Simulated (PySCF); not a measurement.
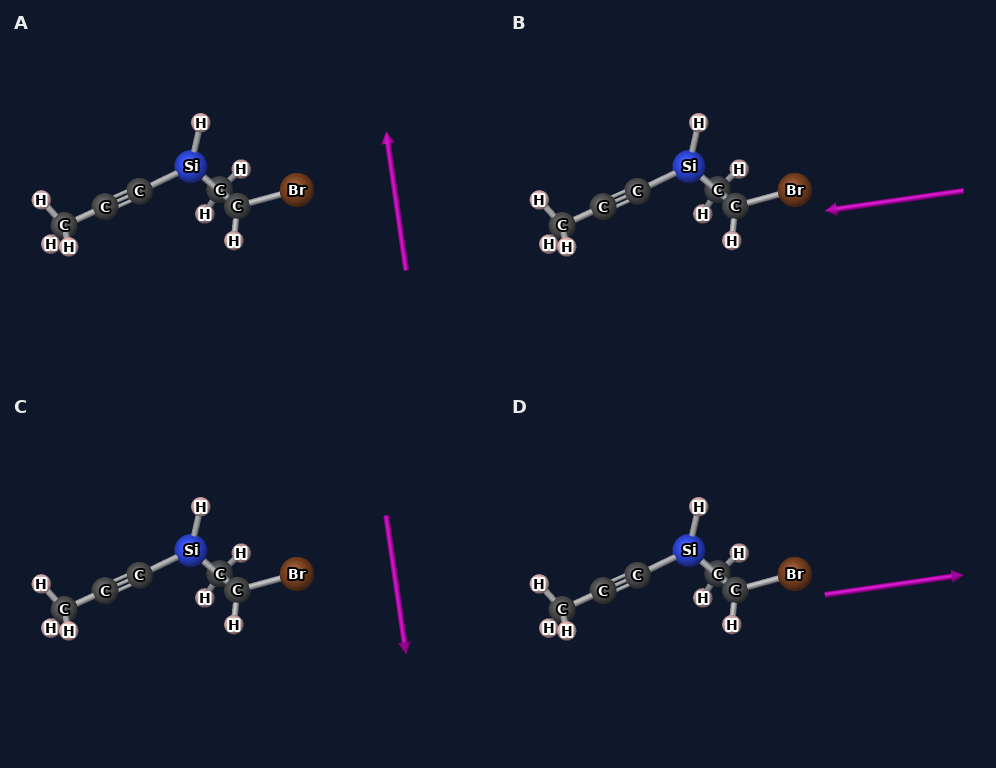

The same molecule four times, each with an arrow. The geometry was computed by an optimisation with GFN2-xTB. No frequency run is at hand to confirm it as a minimum. Properties computed with CAM-B3LYP/def2-SVPD, gas phase (PySCF 2.14.0).

**Which arrow points along the dipole moment, from the negative to the positive end?**

B. The dipole moment is 3.99 D.

The geometry is semi-empirical. Around Br, Si such bond lengths and angles can be off by a tenth of an ångström or more and by several degrees, and values that hang on the shape move with them.
